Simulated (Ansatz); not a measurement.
```
CELL_PARAMETERS angstrom
4.76930 0.00000 0.00000
0.00000 4.76930 0.00000
0.00000 0.00000 4.75209
ATOMIC_POSITIONS crystal
Zr 0.50000 0.50000 0.50000
V 0.50000 0.50000 0.00000
V 0.00000 0.50000 0.50000
V 0.50000 0.00000 0.50000
Se 0.00000 0.00000 0.00000
```

Space group P4/mmm; a structure generated by program, which may or may not match a known phase; spin-polarised.

Method: DFT PBE, scalar-relativistic, plane waves, PAW in Ansatz.

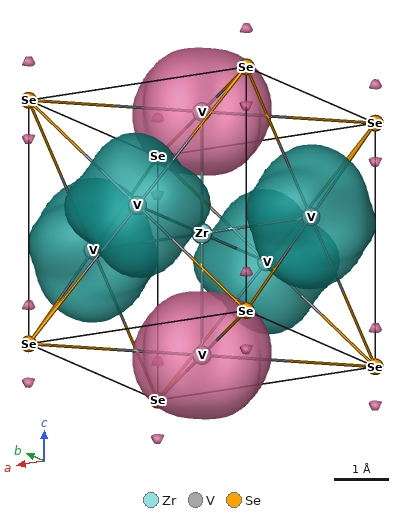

ZrV₃Se. Isosurfaces of the magnetisation density (up minus down) at +0.04 (teal) and −0.04 e/Å³ (pink), seen at an oblique angle. Sticks mark near contacts.

In a PAW calculation such maps are meaningful between the atoms, not at the nuclei.

Where is the spin, and how is it ordered?

Answer. The spin density sits on V: +1.5 μB (×2) and −1.6 μB in one cell of 5 atoms: ferrimagnetic (opposed moments on unlike sites) in this solution. The cell of the calculation (5 atoms) carries 1.7 μB of net spin moment.
